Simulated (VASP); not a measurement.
Band structure of Lu (hcp). Level of theory: optB86b-vdW, VASP's PBE PAW potentials (set 64) (plane waves; VASP).

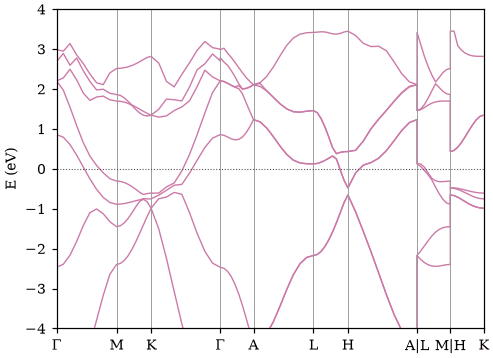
Fig. 1. Bands along high-symmetry lines, zero at the valence-band maximum or, without a gap, the Fermi level

Task: Read the plot: is there a gap, and where are the band edges?

Result: It has no gap at this level: it comes out as a metal or semimetal. (Edges off the drawn lines would not show.)

The compound is Lu in the hcp structure. It was relaxed first.
